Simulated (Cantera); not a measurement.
Feed: 1 mol Nb, a varied amount of H₂O, 22 mol H₂, at 1575 K and 1.00 bar.

Method: chemical equilibrium by Gibbs-energy minimisation in Cantera with the NASA 1993 tables (ideal gas, pure condensed phases). Candidate condensed phases: H₂O, Nb, NbO, NbO₂, Nb₂O₅; 12 gas species. Mutual solubility and eutectic melting of coexisting phases are not modelled. NbO: taken at fixed stoichiometry. Condensed phases not in the tables: the oxides between NbO₂ and Nb₂O₅, N, O or C dissolved in the metal. Equilibrium is a limit: real reactors are often held back by kinetics, nucleation or transport.

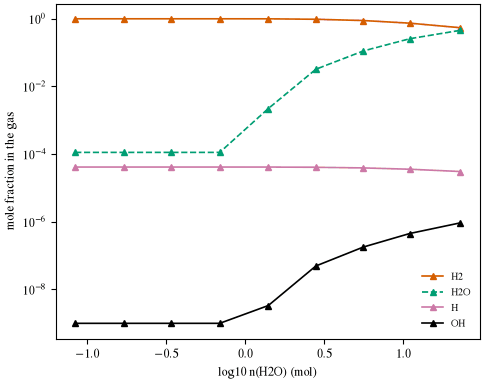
*Equilibrium gas composition (values under 1e-9 drawn at 1e-9)*

From 0.084 mol H₂O to 0.69 mol H₂O the condensed part is Nb(s) + NbO(s). At 1.4 mol H₂O the condensed part is NbO(s) + NbO₂(s). At 2.8 mol H₂O the condensed part is NbO₂(s). From 5.6 mol H₂O to 23 mol H₂O the condensed part is Nb₂O₅(s).
